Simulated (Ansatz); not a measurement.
# Ge2H6: rigid torsion scan in Python

The task is a rigid torsion scan, for Ge2H6. SMILES: [GeH3][GeH3].

Program: Ansatz 0.2.0 through its Python package. The levels of theory stand in the script. These are calculated values, not measurements.

### Step 1. Starting point

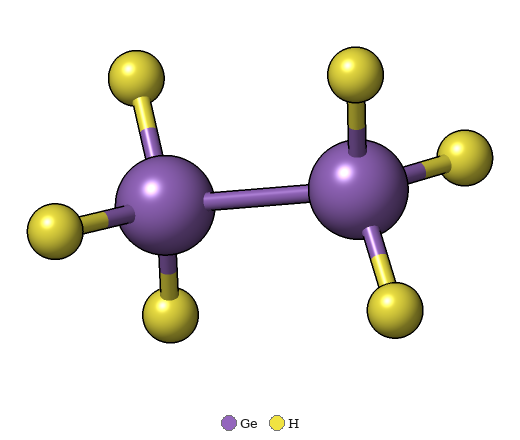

The structure that the script starts from, seen from a chosen angle (germanium purple, hydrogen yellow).

No structure file is read: the coordinates are typed or built in the script.

### Step 2. The code

Input file torsion_ge2h6.py:

```python
"""Energy of Ge2H6 as one group turns about a bond."""

import ansatz
from ase import Atoms

atoms = Atoms(["Ge", "Ge", "H", "H", "H", "H", "H", "H"], positions=[
    [-0.5207, 0.2179, -1.0137],
    [0.5502, -0.2781, 1.0177],
    [-0.3701, -0.8707, -2.0691],
    [-2.0138, 0.425, -0.7584],
    [-0.0058, 1.587, -1.6046],
    [0.3219, 0.8757, 2.047],
    [2.0994, -0.4245, 0.7518],
    [0.0311, -1.5894, 1.5734],
])

# start the scan from a relaxed geometry
first = (
    ansatz.Crystal.molecule_from_ase(atoms).calculation()
    .basis(gaussian="def2-SVP")
    .functional("pbe0")
    .relax(force_tolerance=0.02, max_steps=80)
)
atoms.positions = first.run(threads=1).report["positions_ang"]

start = atoms.get_dihedral(5, 1, 0, 2)
energies = {}
for turn in range(0, 121, 15):
    turned = atoms.copy()
    turned.set_dihedral(5, 1, 0, 2, start + turn, indices=[0, 2, 3, 4])
    base = ansatz.Crystal.molecule_from_ase(turned).calculation()
    base = base.basis(gaussian="def2-SVP")
    base = base.correlation("MP2")
    energies[round((start + turn) % 360)] = base.run(threads=1).report["free_energy_ev"]
floor = min(energies.values())
print("dihedral H5-Ge1-Ge0-H2 (deg)   E - E(min) (eV)")
for angle, e in sorted(energies.items()):
    print(f"{angle:8d} {(e - floor):14.3f}  " + "#" * int(30 * (e - floor) / max(max(energies.values()) - floor, 1e-9)))
```

### Step 3. The input behind the calls

The package turns the script's settings into the engine's input (first run):

```yaml
crystal:
  periodic: [false, false, false]
  atoms:
    - { symbol: Ge, position_ang: [-0.5207, 0.2179, -1.0137] }
    - { symbol: Ge, position_ang: [0.5502, -0.2781, 1.0177] }
    - { symbol: H, position_ang: [-0.3701, -0.8707, -2.0691] }
    - { symbol: H, position_ang: [-2.0138, 0.425, -0.7584] }
    - { symbol: H, position_ang: [-0.0058, 1.587, -1.6046] }
    - { symbol: H, position_ang: [0.3219, 0.8757, 2.047] }
    - { symbol: H, position_ang: [2.0994, -0.4245, 0.7518] }
    - { symbol: H, position_ang: [0.0311, -1.5894, 1.5734] }
basis:
  gaussian:
    orbitals: def2-SVP
hamiltonian:
  xc: pbe0
relax:
  f_tol: 0.02
  max_steps: 80
```

### Step 4. The run

On the command line:

```bash
> python torsion_ge2h6.py
```

Q: Predict the main results. Wanted: range of energy; lowest point, turn.

**Answer**, as computed:

| quantity | value |
| --- | --- |
| runs compared | 9 |
| range of energy | 0.033 eV |
| lowest point, turn (°) | 0 |

What this shows: The lowest point lies at a turn of 0°, the highest 0.033 eV (3.2 kJ/mol) above it at 60°. The grid can miss the true lowest and highest points, and the rest of the molecule is held rigid. Run 0: The relaxation took 3 moves; the largest shift is 0.065 Å. The scan is rigid and the energies are electronic, in a modest basis. With rigid groups the curve can differ much from the relaxed path, the start wasn't checked as a minimum of this torsion, and equivalent turns needn't return to the same energy. The start is relaxed with a density functional and scanned with the wavefunction method, so it isn't exactly that method's minimum.
